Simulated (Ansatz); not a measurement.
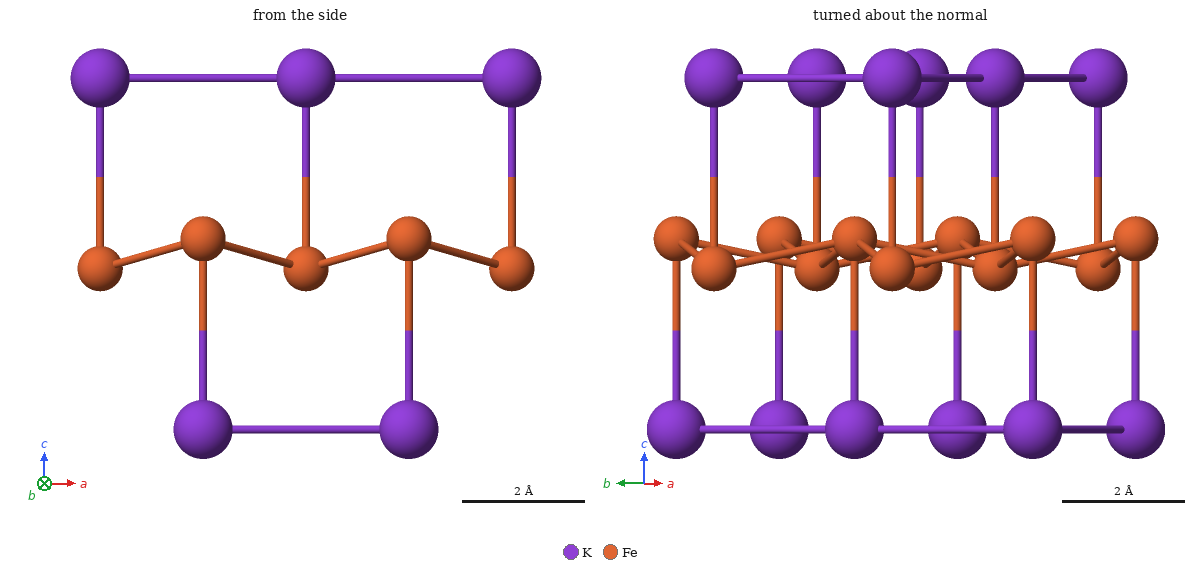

A ball-and-stick picture of a periodic slab, seen from the side and turned about the normal. The surface normal points up in side views; the vacuum is left out. 2×2 cells are drawn in the plane, with atoms at the edges repeated.

The cell holds 2 K, 2 Fe.

Q: Which species face the vacuum on either side?

A: The top face ends in K, the bottom face in K. The two faces are alike.

Q: What is the slab's thickness, atom centre to atom centre?

A: About 6 Å from the lowest to the highest atom.

Starting structure: a structure type filled with these elements by a generator (whether the compound takes this form wasn't checked). The structure drawn was relaxed with Ansatz 0.2.0, DFT PBE, scalar-relativistic, plane waves, PAW.
